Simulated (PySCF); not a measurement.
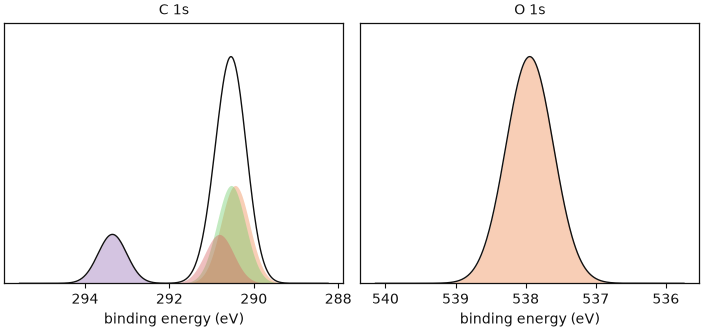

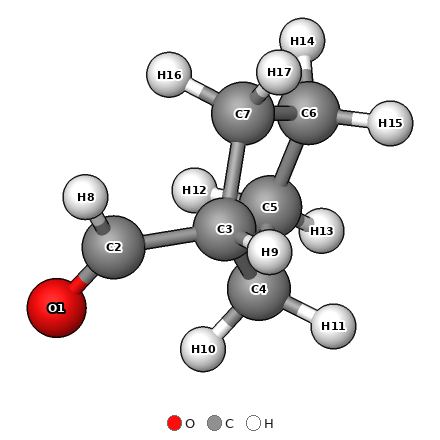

Simulated XPS of C₆H₁₀O, SMILES O=CC1CCCC1. Vertical core-electron binding energies by ΔSCF (SCAN, pcX-2 on the ionised atom, pcseg-1 elsewhere, spin-free X2C; PySCF 2.14.0, at a PBE0-D3(BJ)/def2-SVP geometry (no frequency check)), gas phase, against the vacuum level. One atom of each kind was ionised; within a panel, areas follow the number of like atoms, each panel is scaled alone, Gaussians of 0.8 eV full width. Only the regions named are shown. Lines closer than the width merge in the curve. The order of lines from different atoms under 0.3 eV apart is within the error of the method.

### Which atoms give which peak?

```
level   atoms  binding energy (eV)
 C 1s      C2                293.3
 C 1s      C3                290.8
 C 1s  C5, C6                290.5
 C 1s  C4, C7                290.4
 O 1s      O1                537.9
```

### How large is the chemical shift across the C 1s region?

2.9 eV, from C4, C7 at 290.4 eV to C2 at 293.3 eV.

Note: one conformer of a flexible molecule.
